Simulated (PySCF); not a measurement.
Breaking a bond: SnO, singlet.

Methods: RKS-LDA (SVWN5) = restricted LDA (SVWN5)/def2-SVP, def2 effective core potentials past Kr in PySCF; RKS-B3LYP = restricted B3LYP/def2-SVP, def2 effective core potentials past Kr run with PySCF; RMP2 = MP2 on RHF/def2-SVP, 5 core orbitals frozen, def2 effective core potentials past Kr (PySCF); CASSCF(10,8)/def2-SVP, def2 effective core potentials past Kr (PySCF); UCCSD(T) = CCSD(T) on UHF/def2-SVP, 5 core orbitals frozen, def2 effective core potentials past Kr in PySCF.

Energies are in kJ/mol, each relative to the lowest point of its own curve near equilibrium.

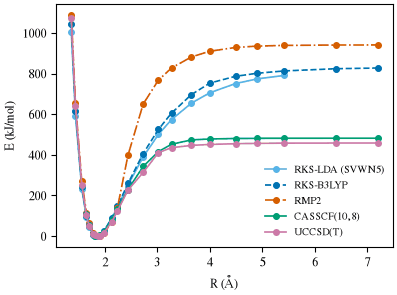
Figure: Energy against bond length for each method.

```json
[
 {"R / Å": "1.36", "RKS-LDA (SVWN5)": "1004.4", "RKS-B3LYP": "1042.3", "RMP2": "1089.3", "CASSCF(10,8)": "—", "UCCSD(T)": "1073.4"},
 {"R / Å": "1.44", "RKS-LDA (SVWN5)": "593.0", "RKS-B3LYP": "617.5", "RMP2": "654.5", "CASSCF(10,8)": "—", "UCCSD(T)": "638.4"},
 {"R / Å": "1.56", "RKS-LDA (SVWN5)": "232.2", "RKS-B3LYP": "243.6", "RMP2": "269.3", "CASSCF(10,8)": "—", "UCCSD(T)": "253.8"},
 {"R / Å": "1.65", "RKS-LDA (SVWN5)": "92.1", "RKS-B3LYP": "97.6", "RMP2": "116.1", "CASSCF(10,8)": "106.6", "UCCSD(T)": "101.7"},
 {"R / Å": "1.70", "RKS-LDA (SVWN5)": "46.6", "RKS-B3LYP": "49.9", "RMP2": "64.4", "CASSCF(10,8)": "56.1", "UCCSD(T)": "50.7"},
 {"R / Å": "1.78", "RKS-LDA (SVWN5)": "7.8", "RKS-B3LYP": "8.9", "RMP2": "16.8", "CASSCF(10,8)": "11.8", "UCCSD(T)": "12.6"},
 {"R / Å": "1.82", "RKS-LDA (SVWN5)": "0.5", "RKS-B3LYP": "0.9", "RMP2": "5.4", "CASSCF(10,8)": "2.5", "UCCSD(T)": "3.5"},
 {"R / Å": "1.87", "RKS-LDA (SVWN5)": "0.0", "RKS-B3LYP": "0.0", "RMP2": "0.0", "CASSCF(10,8)": "0.0", "UCCSD(T)": "0.0"},
 {"R / Å": "1.91", "RKS-LDA (SVWN5)": "5.2", "RKS-B3LYP": "5.1", "RMP2": "1.4", "CASSCF(10,8)": "3.9", "UCCSD(T)": "2.5"},
 {"R / Å": "1.98", "RKS-LDA (SVWN5)": "23.3", "RKS-B3LYP": "23.4", "RMP2": "13.2", "CASSCF(10,8)": "20.1", "UCCSD(T)": "15.6"},
 {"R / Å": "2.13", "RKS-LDA (SVWN5)": "86.7", "RKS-B3LYP": "88.5", "RMP2": "69.1", "CASSCF(10,8)": "79.6", "UCCSD(T)": "70.2"},
 {"R / Å": "2.24", "RKS-LDA (SVWN5)": "143.5", "RKS-B3LYP": "147.4", "RMP2": "140.3", "CASSCF(10,8)": "132.9", "UCCSD(T)": "124.1"},
 {"R / Å": "2.44", "RKS-LDA (SVWN5)": "250.5", "RKS-B3LYP": "259.1", "RMP2": "397.3", "CASSCF(10,8)": "229.5", "UCCSD(T)": "226.4"},
 {"R / Å": "2.73", "RKS-LDA (SVWN5)": "390.0", "RKS-B3LYP": "406.4", "RMP2": "650.2", "CASSCF(10,8)": "342.9", "UCCSD(T)": "313.4"},
 {"R / Å": "3.02", "RKS-LDA (SVWN5)": "500.3", "RKS-B3LYP": "525.0", "RMP2": "767.6", "CASSCF(10,8)": "416.0", "UCCSD(T)": "410.9"},
 {"R / Å": "3.27", "RKS-LDA (SVWN5)": "573.6", "RKS-B3LYP": "605.4", "RMP2": "827.4", "CASSCF(10,8)": "452.1", "UCCSD(T)": "435.3"},
 {"R / Å": "3.65", "RKS-LDA (SVWN5)": "654.7", "RKS-B3LYP": "696.8", "RMP2": "882.0", "CASSCF(10,8)": "473.7", "UCCSD(T)": "446.6"},
 {"R / Å": "4.00", "RKS-LDA (SVWN5)": "705.5", "RKS-B3LYP": "753.1", "RMP2": "909.8", "CASSCF(10,8)": "478.0", "UCCSD(T)": "451.2"},
 {"R / Å": "4.49", "RKS-LDA (SVWN5)": "750.9", "RKS-B3LYP": "786.6", "RMP2": "928.5", "CASSCF(10,8)": "480.4", "UCCSD(T)": "454.9"},
 {"R / Å": "4.90", "RKS-LDA (SVWN5)": "773.7", "RKS-B3LYP": "801.4", "RMP2": "935.1", "CASSCF(10,8)": "481.2", "UCCSD(T)": "456.5"},
 {"R / Å": "5.41", "RKS-LDA (SVWN5)": "790.5", "RKS-B3LYP": "812.9", "RMP2": "938.5", "CASSCF(10,8)": "481.7", "UCCSD(T)": "457.5"},
 {"R / Å": "6.40", "RKS-LDA (SVWN5)": "—", "RKS-B3LYP": "823.8", "RMP2": "940.4", "CASSCF(10,8)": "481.9", "UCCSD(T)": "458.1"},
 {"R / Å": "7.20", "RKS-LDA (SVWN5)": "—", "RKS-B3LYP": "827.4", "RMP2": "940.9", "CASSCF(10,8)": "481.9", "UCCSD(T)": "458.2"}
]
```

At the longest distance, 7.20 Å, RMP2 lies highest above its minimum (940.9 kJ/mol) and UCCSD(T) lowest (458.2 kJ/mol).

A dash means that the run gave no value there, or that the column was ended at a point which the program doubted or which failed a test of continuity chosen for this set; such a test can also cut sound points.

The restricted form behind RKS-LDA (SVWN5), RKS-B3LYP, RMP2 keeps the bonding electrons paired and can't separate into open-shell fragments. At the longest distance RKS-B3LYP leaves fractional charges on the fragments, a sign of delocalisation error or of the restricted form. The T1 diagnostic of CCSD on the restricted reference of RMP2 exceeds 0.045 at 2.13 to 3.27 Å. The unrestricted solution behind UCCSD(T) changes between 2.44 and 2.73 Å, which can leave a kink. The unrestricted determinant behind UCCSD(T) is spin-contaminated at 1.78 to 7.20 Å (<S²> up to 2.0, against 0.00 for a pure singlet).
